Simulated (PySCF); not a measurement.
C₄H₆O₂, SMILES `O=C(O)C1CC1`.

Computed with PySCF, B3LYP/def2-SVP, geometry: GFN2-xTB. No frequency check shows the geometry to be a minimum.

The calculation's input:

```python
import numpy as np
from pyscf import gto, scf, dft
from pyscf.prop import nmr
from pyscf.data import nist

def solve(mol, dm0=None, hcore=None):
    mf = (dft.UKS if mol.spin else dft.RKS)(mol, xc='b3lyp')
    mf.grids.level = 3
    mf.conv_tol, mf.max_cycle = 1e-8, 80
    if hcore is not None:
        mf.get_hcore = lambda *args: hcore
    mf.kernel(dm0)
    if not mf.converged:
        mf = mf.newton().run(mf.mo_coeff, mf.mo_occ, max_cycle=30)
    assert mf.converged, 'SCF not converged'
    return mf

mol = gto.M(atom='''
O     -0.98090    -1.27918    -0.00033
C     -0.81922    -0.08624     0.00000
O     -1.84830     0.77870     0.00014
C      0.48211     0.61308     0.00048
C      1.62619    -0.03695     0.74207
C      1.62609    -0.03573    -0.74235
H     -2.68926     0.29514    -0.00011
H      0.39986     1.69076     0.00141
H      1.40856    -0.96708     1.24430
H      2.30758     0.61152     1.27055
H      1.40838    -0.96505    -1.24606
H      2.30740     0.61360    -1.26986
''', basis='def2-svp', charge=0, spin=0, verbose=4)
mf = solve(mol)
vxc = nmr.rks.get_vxc_giao  # smaller grid blocks
nmr.rks.get_vxc_giao = lambda *a, **k: vxc(*a, **{**k, 'max_memory': 300})
calc = nmr.RKS(mf)
calc.cphf = True
nuclei = calc.kernel()
mo1 = calc.mo10
# ring centres and points 1 angstrom above and below them
points = np.array([
    [1.2448, 0.1801, 0.0001],
    [1.7385, 1.0498, 0.0007],
    [0.7511, -0.6895, -0.0006],
]) / nist.BOHR
mol.atom_coord = lambda i, unit='Bohr': points[i]
idx = range(len(points))
sigma = (calc.dia(shielding_nuc=idx) + calc.para(mo10=mo1, shielding_nuc=idx)[0]) * nist.ALPHA**2 * 1e6
for p, t in zip(points, sigma):
    print('NICS at %8.4f %8.4f %8.4f  %8.2f ppm' % (*(p * nist.BOHR), -t.trace() / 3))
occ = mf.mo_coeff[:, mf.mo_occ > 0]
dm1 = np.array([mf.mo_coeff @ (2 * x) @ occ.T for x in mo1])
np.savez('result.npz', sigma=sigma, nuclei=nuclei, dm0=mf.make_rdm1(), dm1=dm1, e=mf.e_tot, eps=mf.mo_energy, occ=mf.mo_occ)
```

Launched as:

```sh
OMP_NUM_THREADS=1 python input.py
```

The run took 29 s on 1 thread of Arm Neoverse V1 (shared host), peak memory 0.71 GiB.

The script gives the values at the ring points; maps and scans were evaluated afterwards from its response orbitals, outside that time.

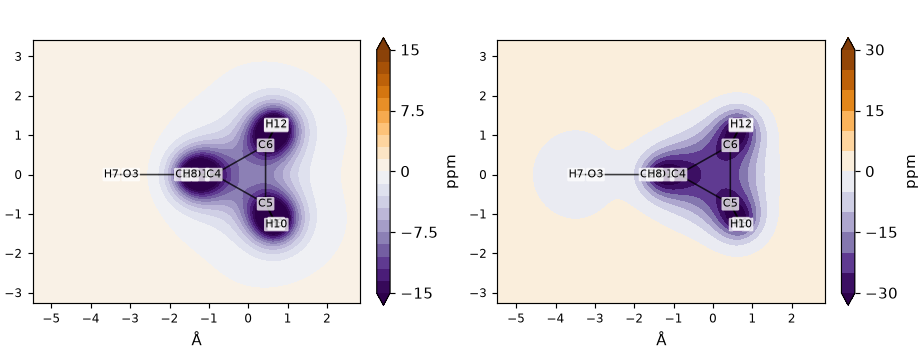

Isotropic NICS 1.0 Å above the plane of the 3-membered ring C4/C5/C6 (left) and NICSzz (the component normal to the ring) 1.0 Å above the plane of the same ring (right); GIAO shieldings; atoms are projected onto the map; negative values mean shielding.

### Classify the ring and give its NICS values.

It is shielded above its centre; its σ bonds alone give such values, so they don't measure π aromaticity: NICS(0) = −44.9, NICS(1) = −8.3 and −7.5, NICS(1)zz = −23.6 and −22.4 (two faces) ppm.

### What absolute proton shieldings does the same calculation give?

From 26.4 ppm (H7) to 31.2 ppm (H10 and H12).
